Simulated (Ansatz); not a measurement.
# AlSiH (singlet): correlated methods under varied settings at angle Al2–Si1–H3 = 125.5°

What do other methods and options give for AlSiH (singlet) at this geometry, and how long do they take?

Computed with Ansatz 0.2.0, Gaussian basis. Level: the settings change from run to run.

17 further runs of the same task are left out: 2 for a known fault of the program, 9 that didn't finish, 6 set aside as unsound or not needed.

### 1 The geometry

The geometry derives from a PBE0/def2-TZVP stationary point (not a proven minimum). One angle is set to the value named; bond lengths are kept.

3 atoms, charge 0, spin multiplicity 1.

Atoms are counted from 1 here; the program's logs count them from 0.

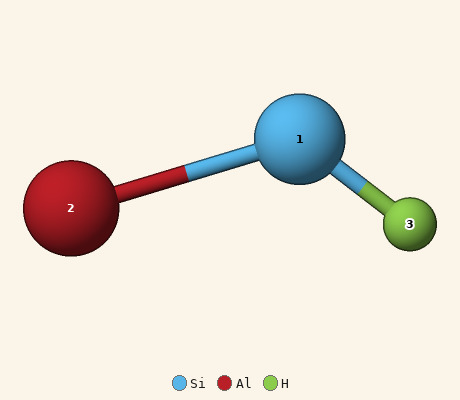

The geometry (silicon blue, aluminium red, hydrogen green); atoms are numbered from 1 in the order of the file.

### 2 CCSDT(Q)/B on RHF/6-31G*

in.yaml

```yaml
crystal:
  periodic: [false, false, false]
  atoms:
    - {symbol: Si, position_ang: [0.000000, 0.448659, 1.174740]}
    - {symbol: Al, position_ang: [0.000000, -0.539881, -1.280228]}
    - {symbol: H, position_ang: [0.000000, 1.950544, 1.537165]}
basis:
  gaussian: {orbitals: "6-31G*"}
magnetization: {spin_polarized: false}
correlation: {method: ccsdt_q_b, electrons: outside_noble_gas}
scf: {lower_state_search: off}
output: {forces: true}
```

Command:

```
$ ansatz run in.yaml --threads 1 --pin off --events-out ev --progress --plain --max-ram 2393MiB
```

The program printed (excerpt; [...] marks lines left out):

```text
Functional definition: HF
  name "HF"
  cite "Fock, Z. Phys. 61, 126 (1930) doi:10.1007/BF01340294"
  parent pbe
[...]
652 factors; integrals over basis functions are off by at most 1.5e-7 eV
[...]
mean field -14457.00717104 eV, -531.2852142241 hartree, gradient 6.4e-6 eV, S^2 0.000000; 1 other end points of the search recorded, 0 dependent functions left out; unrestricted orbitals would lower it
10 core orbitals not correlated: weight in the atoms' cores, before any rotation towards them, 1.000 or more for the frozen orbitals, at most 0.000 for the correlated occupied ones
reference -14457.00717104 eV, -531.2852142241 hartree; 4, 4 occupied and 26, 26 virtual orbitals, 652 factors
second order -2.89204795 eV of doubles, -0.00000000 eV of singles
cycle   1  -3.51750263 eV  change   -6.3e-1 eV  update   9.7e-2
[...]
cycle  30  -4.09632000 eV  change   -8.2e-7 eV  update   3.0e-7
perturbative correction -0.02115338 eV, -0.0007773724 hartree
[...]
Total energy: -14461.12464441 eV, -531.4365285799 hartree
Atom 0 at     0.000000     0.448659     1.174740 Å, force    -0.000000    -0.138619    -0.142196 eV/Å
Atom 1 at     0.000000    -0.539881    -1.280228 Å, force     0.000000     0.348636     0.459989 eV/Å
Atom 2 at     0.000000     1.950544     1.537165 Å, force    -0.000000    -0.210017    -0.317793 eV/Å
Dipole moment:    -0.000000     0.081701    -0.242262 e Å
Checks for a lower state left out: starts, cluster_reference, orbital_swaps, neighbouring_geometries, increment
```

Wall time 22 s (1 thread of Intel Xeon Platinum 8375C at 2.90GHz, shared host); peak memory 0.34 GiB.

From the report: correlation -4.1175 eV; T1 0.025; largest double amplitude 0.38.

### 3 BCCD(T) on RHF/STO-3G

in.yaml

```yaml
crystal:
  periodic: [false, false, false]
  atoms:
    - {symbol: Si, position_ang: [0.000000, 0.448659, 1.174740]}
    - {symbol: Al, position_ang: [0.000000, -0.539881, -1.280228]}
    - {symbol: H, position_ang: [0.000000, 1.950544, 1.537165]}
basis:
  gaussian: {orbitals: STO-3G}
magnetization: {spin_polarized: false}
correlation: {method: bccd_t, electrons: outside_noble_gas}
accuracy: high
```

Launched as before.

The program printed (excerpt; [...] marks lines left out):

```text
Functional definition: HF
  name "HF"
  cite "Fock, Z. Phys. 61, 126 (1930) doi:10.1007/BF01340294"
  parent pbe
[...]
312 factors; integrals over basis functions are off by at most 2.6e-9 eV
[...]
mean field -14285.49099596 eV, -524.9821110478 hartree, gradient 9.1e-8 eV, S^2 0.000000; 4 other end points of the search recorded, 0 dependent functions left out; unrestricted orbitals would lower it
determinant -14285.49099596 eV, -524.9821110478 hartree, with singles and doubles -14287.73594685 eV, -525.0646114715 hartree
determinant -14283.48430396 eV, -524.9083664772 hartree, with singles and doubles -14286.26276502 eV, -525.0104730379 hartree
10 core orbitals not correlated: weight in the atoms' cores, before any rotation towards them, 1.000 or more for the frozen orbitals, at most 0.000 for the correlated occupied ones
reference -14285.49099596 eV, -524.9821110478 hartree; 4, 4 occupied and 5, 5 virtual orbitals, 312 factors
second order -1.38342674 eV of doubles, -0.00000000 eV of singles
cycle   1  -2.24689128 eV  change   -1.9e-3 eV  update   6.3e-3
[...]
cycle  30  -2.24793286 eV  change   6.0e-10 eV  update  8.4e-10
perturbative correction -0.01907078 eV, -0.0007008382 hartree
Total energy: -14287.75799960 eV, -525.0654218950 hartree
```

It took 0.51 s on 1 thread of Intel Xeon Platinum 8375C at 2.90GHz, shared host.

From the report: correlation -2.2670 eV; largest double amplitude 0.13.

### 4 NEVPT2(2,9)/def2-mTZVP

Changes to in.yaml since step 3:

```diff
@@ -7,5 +7,3 @@
 basis:
-  gaussian: {orbitals: STO-3G}
-magnetization: {spin_polarized: false}
-correlation: {method: bccd_t, electrons: outside_noble_gas}
-accuracy: high
+  gaussian: {orbitals: def2-mTZVP}
+correlation: {method: sc_nevpt2, electrons: valence, active_space: {window: {electrons: 2, orbitals: 9}}}
```

Launched as before.

The program printed (excerpt; [...] marks lines left out):

```text
Functional definition: HF
  name "HF"
  cite "Fock, Z. Phys. 61, 126 (1930) doi:10.1007/BF01340294"
  parent pbe
[...]
410 factors; integrals over basis functions are off by at most 7.4e-4 eV
[...]
mean field -14457.84001258 eV, -531.3158205865 hartree, gradient 2.9e-6 eV, S^2 0.000000; 9 other end points of the search recorded, 0 dependent functions left out; unrestricted orbitals would lower it
reference -14457.84001258 eV, -531.3158205865 hartree; 14, 14 occupied and 33, 33 virtual orbitals, 410 factors
state -14458.72336438 eV, -531.3482831662 hartree
state -14458.72336438 eV, -531.3482831662 hartree; corrected -14460.80355243 eV, -531.4247286672 hartree
state -14458.57774931 eV, -531.3429319112 hartree
state -14458.57774931 eV, -531.3429319112 hartree; corrected -14460.59862960 eV, -531.4171978919 hartree
state -14458.72336438 eV, -531.3482831662 hartree; corrected -14460.80355243 eV, -531.4247286672 hartree
Total energy: -14460.80355243 eV, -531.4247286672 hartree
```

It took 22 s on 1 thread of Intel Xeon Platinum 8375C at 2.90GHz, shared host.

From the report: 45 determinants; active occupations 1.89, 0.05, 0.05, 0.01, 0.00, 0.00, 0.00, 0.00, 0.00.

### 5 CCSD(T)/def2-SVPD

in.yaml

```yaml
crystal:
  periodic: [false, false, false]
  atoms:
    - {symbol: Si, position_ang: [0.000000, 0.448659, 1.174740]}
    - {symbol: Al, position_ang: [0.000000, -0.539881, -1.280228]}
    - {symbol: H, position_ang: [0.000000, 1.950544, 1.537165]}
basis:
  gaussian: {orbitals: def2-SVPD}
magnetization: {spin_polarized: false}
hamiltonian: {xc: {name: r2SCAN}}
correlation: {method: ccsd_t, electrons: outside_noble_gas}
output: {forces: true}
```

The command is unchanged.

The program printed (excerpt; [...] marks lines left out):

```text
Functional definition: r2SCAN
  name "r2SCAN"
  cite "Furness, Kaplan, Ning, Perdew & Sun, J. Phys. Chem. Lett. 11, 8208 (2020) doi:10.1021/acs.jpclett.0c02405"
  cite "Furness, Kaplan, Ning, Perdew & Sun, J. Phys. Chem. Lett. 11, 9248 (2020) doi:10.1021/acs.jpclett.0c03077"
  parent r2scan
[...]
523 factors; integrals over basis functions are off by at most 8.7e-4 eV
[...]
mean field -14480.82553405 eV, -532.1605229204 hartree, gradient 8.3e-7 eV, S^2 0.000000; 7 other end points of the search recorded, 0 dependent functions left out; unrestricted orbitals would lower it
unrestricted determinant -14454.05683094 eV, -531.1767912253 hartree, S^2 1.2000
10 core orbitals not correlated: weight in the atoms' cores, before any rotation towards them, 1.000 or more for the frozen orbitals, at most 0.000 for the correlated occupied ones
reference -14452.91980039 eV, -531.1350061236 hartree; 4, 4 occupied and 42, 42 virtual orbitals, 523 factors
second order -3.66595112 eV of doubles, -0.15397961 eV of singles
cycle   1  -4.38523707 eV  change   -5.7e-1 eV  update   8.7e-2
[...]
cycle  27  -4.73156441 eV  change   -1.4e-8 eV  update   3.9e-8
perturbative correction -0.19042257 eV, -0.0069979005 hartree
[...]
the multipliers restart with 30 DIIS vectors
Total energy: -14457.84178738 eV, -531.3158858091 hartree
Atom 0 at     0.000000     0.448659     1.174740 Å, force     0.000000     0.030004     0.279473 eV/Å
Atom 1 at     0.000000    -0.539881    -1.280228 Å, force     0.000000     0.270457     0.141792 eV/Å
Atom 2 at     0.000000     1.950544     1.537165 Å, force    -0.000000    -0.300460    -0.421265 eV/Å
Dipole moment:    -0.000000     0.064782    -0.240619 e Å
```

Run time: 16 s. Hardware: 1 thread of Intel Xeon Platinum 8375C at 2.90GHz, shared host.

From the report: correlation -4.9220 eV; T1 0.024; largest double amplitude 0.11. The orbitals are Kohn-Sham ones, so correlation energy and T1 don't compare with those on Hartree-Fock orbitals.

### 6 CCSDT on RHF/def2-SVPD

Changes to in.yaml since step 5:

```diff
@@ -9,4 +9,5 @@
 magnetization: {spin_polarized: false}
-hamiltonian: {xc: {name: r2SCAN}}
-correlation: {method: ccsd_t, electrons: outside_noble_gas}
+hamiltonian: {pseudopotentials: {relativity: none}}
+correlation: {method: ccsdt, electrons: valence}
+scf: {lower_state_search: off}
 output: {forces: true}
```

Launched as before.

The program printed (excerpt; [...] marks lines left out):

```text
Functional definition: HF
  name "HF"
  cite "Fock, Z. Phys. 61, 126 (1930) doi:10.1007/BF01340294"
  parent pbe
[...]
833 factors; integrals over basis functions are off by at most 2.0e-7 eV
[...]
mean field -14453.22241236 eV, -531.1461269081 hartree, gradient 2.1e-6 eV, S^2 0.000000; 1 other end points of the search recorded, 0 dependent functions left out; unrestricted orbitals would lower it
10 core orbitals not correlated: weight in the atoms' cores, before any rotation towards them, 1.000 or more for the frozen orbitals, at most 0.000 for the correlated occupied ones
reference -14453.22241236 eV, -531.1461269081 hartree; 4, 4 occupied and 42, 42 virtual orbitals, 833 factors
second order -3.43134912 eV of doubles, -0.00000000 eV of singles
cycle   1  -4.12173349 eV  change   -6.9e-1 eV  update   1.0e-1
[...]
cycle  34  -4.74644407 eV  change    3.2e-7 eV  update   2.9e-7
[...]
Total energy: -14457.96885643 eV, -531.3205555104 hartree
Atom 0 at     0.000000     0.448659     1.174740 Å, force    -0.000000     0.020437     0.117518 eV/Å
Atom 1 at     0.000000    -0.539881    -1.280228 Å, force    -0.000000     0.292866     0.263420 eV/Å
Atom 2 at     0.000000     1.950544     1.537165 Å, force     0.000000    -0.313303    -0.380938 eV/Å
Dipole moment:    -0.000000     0.031002    -0.245449 e Å
Checks for a lower state left out: starts, cluster_reference, orbital_swaps, neighbouring_geometries, increment
```

Wall time 41 s (1 thread of Intel Xeon Platinum 8375C at 2.90GHz, shared host); peak memory 0.29 GiB.

From the report: correlation -4.7464 eV; T1 0.024; largest double amplitude 0.34.

### 7 All runs side by side

```
                                 level         correlated  functions  energy (eV)    time
              CCSDT(Q)/B on RHF/6-31G*  outside noble gas         40  -14461.1246    22 s
                 BCCD(T) on RHF/STO-3G  outside noble gas         19  -14287.7580  0.51 s
                NEVPT2(2,9)/def2-mTZVP            valence         47  -14460.8036    22 s
CCSD(T)/def2-SVPD (on r2SCAN orbitals)  outside noble gas         56  -14457.8418    16 s
                CCSDT on RHF/def2-SVPD            valence         56  -14457.9689    41 s
```

### 8 Results

| quantity | value |
| --- | --- |
| runs | 5 |
| quickest | BCCD(T) on RHF/STO-3G, 0.51 s |
| slowest | CCSDT on RHF/def2-SVPD, 41 s |

In words: Total energies in different bases, with other cores or another treatment of relativity can't be set against each other. CCSDT on RHF/def2-SVPD took 80 times as long as BCCD(T) on RHF/STO-3G; the jobs differ in more than the method.
